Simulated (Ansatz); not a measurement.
The reference is CdSe in the zinc blende structure (space group F-43m, No. 216; a = 6.0075 Å).

Structures relaxed with Kohn–Sham DFT with the LDA functional, run in Ansatz (a first-principles code) with PAW and 420 eV plane waves, no spin-orbit coupling.

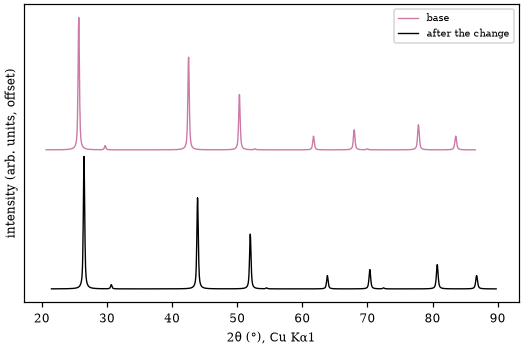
Figure: Simulated powder patterns before (top) and after one change

**Question.** Name the change that was made.
A) isotropic strain −3.00 %
B) isotropic strain +1.50 %
C) isotropic strain −2.00 %
D) isotropic strain +2.00 %

**Answer.** A, isotropic strain −3.00 %. Its volume per atom is 24.73 Å³ against 27.10 Å³, and its space group is F-43m (No. 216).

No phonon test of stability was made.
